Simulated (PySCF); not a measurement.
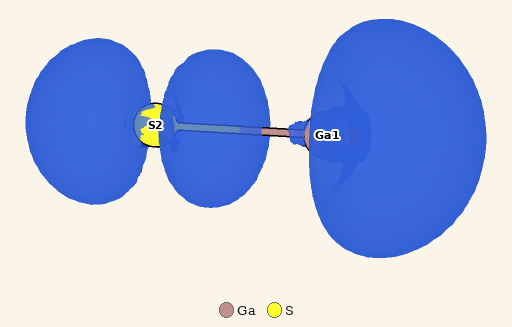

GaS (doublet). Isosurfaces of the spin density (α minus β) at +0.02 (blue) and −0.02 e/Å³ (red), seen from one side.

Computed with PBE0/def2-SVP, non-relativistic Hamiltonian with scalar-relativistic core potentials where named, at a bond length of 2.078 Å in PySCF 2.14.0.

Question: Which atoms carry the spin?

Answer: The unpaired spin (1 electron) lies mostly on Ga1 (about 0.6) and S2 (about 0.4), in electrons by Hirshfeld's partition.
